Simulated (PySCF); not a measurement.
## C6H8OSi (charge −1): EPR calculation

- system: C6H8OSi, charge −1, multiplicity 2
- method: UKS B3LYP, pcH-1 on C H O Si, non-relativistic, mean-field spin-orbit, GIAO (PySCF 2.14.0)

It belongs to a series of runs on one base structure; here: electron added.

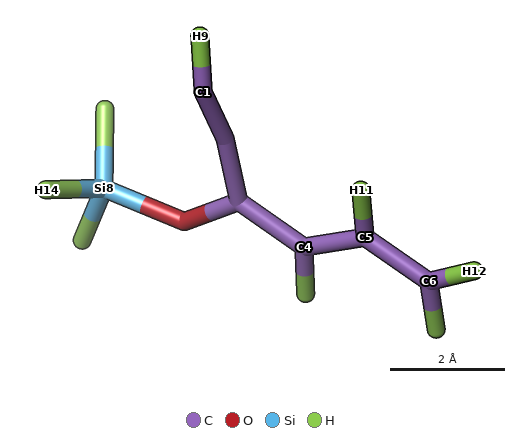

Figure 1. The structure as given in the input (stick view, seen at a tilt; atoms are numbered from 1 in the order of the input).

Input file:
```
{"job": {"kind": "epr", "basis": "pcH-1"}, "charge": -1, "multiplicity": 2}
C     -1.160508     2.254382     0.602256
C     -0.725729     1.198413     0.153044
C     -0.288998    -0.085397    -0.063238
C      1.043857    -0.500095    -0.191900
C      2.159800     0.329572    -0.070622
C      3.464256    -0.062297    -0.187378
O     -1.257541    -1.096195    -0.232479
Si    -2.842486    -1.115553    -0.175744
H     -1.503526     3.246761     0.472849
H      1.198168    -1.554203    -0.393823
H      1.957361     1.377836     0.133616
H      4.281171     0.634036    -0.080304
H      3.728135    -1.089438    -0.388536
H     -3.433989    -0.720840     1.117042
H     -3.513804    -0.275708    -1.188764
H     -3.113765    -2.532331    -0.440286
```

The first line tells a small driver script what to run in PySCF; the rest is the geometry in Å.

Launch command:
```bash
OMP_NUM_THREADS=1 python <driver script> task.json out
```

Output:
```
UKS, coarse grid
  cycle   1  E = -597.94932041  |g| = 6.24e-01
  cycle   2  E = -597.73892094  |g| = 9.63e-01
  cycle   3  E = -598.10897714  |g| = 1.67e-01
  cycle   4  E = -598.11917014  |g| = 6.73e-02
  cycle   5  E = -598.12057276  |g| = 4.39e-02
  cycle   6  E = -598.12157594  |g| = 6.67e-03
  cycle   7  E = -598.12160333  |g| = 3.49e-03
  cycle   8  E = -598.12161407  |g| = 1.49e-03
  cycle   9  E = -598.12161835  |g| = 9.54e-04
UKS, final grid
  cycle   1  E = -598.12165676  |g| = 1.65e-03
  cycle   2  E = -598.12165206  |g| = 3.22e-03
  cycle   3  E = -598.12165851  |g| = 3.94e-04
  cycle   4  E = -598.12165859  |g| = 1.22e-04
  cycle   5  E = -598.12165861  |g| = 8.05e-05
  cycle   6  E = -598.12165862  |g| = 3.43e-05
  cycle   7  E = -598.12165862  |g| = 7.17e-06
E = -598.12165862 Eh   <S^2> = 0.7636 (exact 0.7500)
g shifts (ppm)      1          2          3
  rmc          -149       -149       -149
  gc             30          2         15
  oz_so        -300          6        910
  total        -419       -141        775
hyperfine (MHz)  atom isotope    a_iso     a_fc   dipolar eigenvalues
    0   13C      65.83      65.91    -23.42    -18.91     42.32
    1   13C     -17.01     -16.98     -8.75     -0.70      9.44
    2   13C      10.66      10.69    -20.05    -18.52     38.58
    3   13C      13.28      13.31    -21.01    -20.07     41.08
    4   13C     -19.06     -19.06     -3.27      0.16      3.11
    5   13C      28.98      29.02    -28.66    -27.80     56.46
    6   17O       0.93       0.92     -5.78      2.43      3.35
    7  29Si       0.14       0.12     -1.06      0.33      0.73
    8    1H      16.09      16.10    -11.10      0.07     11.03
    9    1H     -16.22     -16.23     -8.74     -1.65     10.39
   10    1H       1.63       1.63     -3.65      0.95      2.70
   11    1H     -23.21     -23.21    -14.37      0.56     13.81
   12    1H     -21.94     -21.94    -12.50     -0.20     12.70
   13    1H       2.03       2.03     -1.02     -0.51      1.53
   14    1H       0.60       0.60     -0.98     -0.50      1.48
   15    1H      -0.88      -0.88     -0.74     -0.56      1.30
```

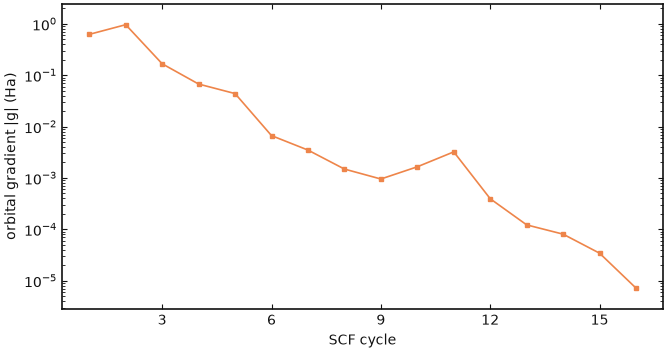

Figure 2. Convergence of the self-consistent field: orbital gradient |g| against the SCF cycle. All cycles printed in the log are drawn one after another.

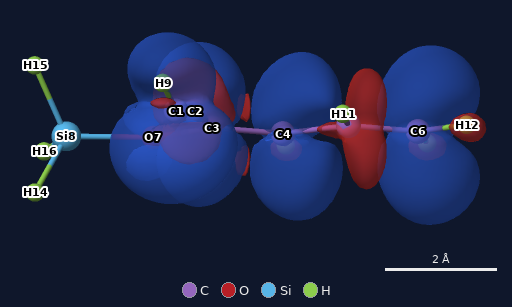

Figure 3. Isosurfaces of the spin density (α minus β) at +0.008 (blue) and −0.008 e/Å³ (red), seen from the side. The unpaired spin (1 electron) lies mostly on C6 (about 0.2), C1 (about 0.2), C4 (about 0.2) and C3 (about 0.1), in electrons by Hirshfeld's partition.

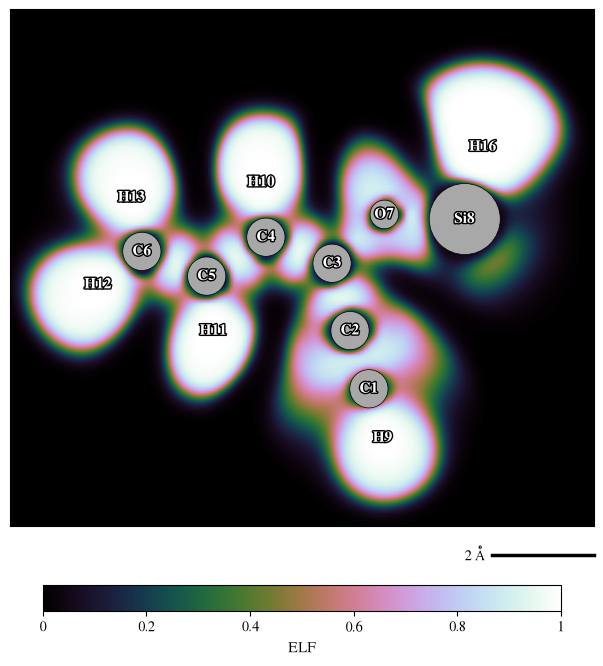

Figure 4. ELF on the plane of atoms C4, C5 and C6. Grey discs, where drawn, cover atomic cores. The section cuts through C, O, Si and H sites. C–C (1.23 Å): the ELF peaks at about 0.85 between the atoms; a multiple bond by its length, whose ELF region spreads away from the axis. Si–O (1.59 Å): the ELF peaks at about 0.90 between the atoms, which marks a shared but strongly polarised pair. C–C (1.37 Å): the ELF peaks at about 0.95 between the atoms (a shared electron pair).

Results in brief:

- outcome: converged
- total energy: −598.121659 hartree
- ⟨S²⟩: 0.764
- isotropic g: 2.0024
- hardware: 1 CPU thread, shared host
- wall time: 2.6 min
- peak memory: 1.1 GiB
